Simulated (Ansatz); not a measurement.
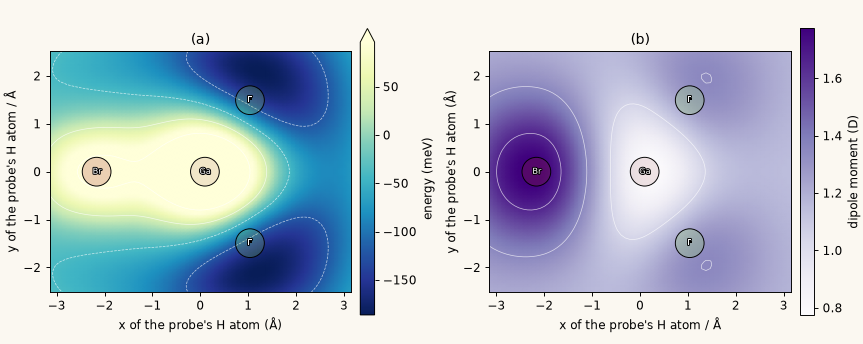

BrF₂Ga (SMILES [F][Ga]([F])[Br]) with the probe H2O. 
- The probe is moved over a plane parallel to the molecule's main plane, 2.10 Å above it.
- The first coordinate is: x of the probe's H atom; the second: y of the probe's H atom.
- Nothing is relaxed (molecule and probe rigid, the probe upright with H nearest the plane).
- Grid: 11 × 9 points; 55 points were computed and 44 follow by symmetry.
- Energies: meV, counted from molecule and probe far apart, each relaxed in its own basis (no counterpoise correction).
- Level of theory: RKS PBE-D4/def2-SVPD (Ansatz 0.2.0).

Panel (a) is the energy and panel (b) the computed dipole moment on the same grid.

The picture shows a smooth colour map with a few white contour lines, labelled circles for the molecule's atoms, projected on the plane, one colour for all values above the top of the scale. Between grid points the surface is interpolated.

Question: How does the dipole moment vary over the map, and what is it at the lowest grid point?

Answer: Leaving out the highest fifth of the energies, it runs from 1.02 D at x of the probe's H atom = 0.00 Å, y of the probe's H atom = −1.26 Å to 1.54 D at x of the probe's H atom = −3.15 Å, y of the probe's H atom = −0.63 Å. At the lowest grid point, x of the probe's H atom = 1.26 Å, y of the probe's H atom = −1.89 Å, it is 1.35 D.
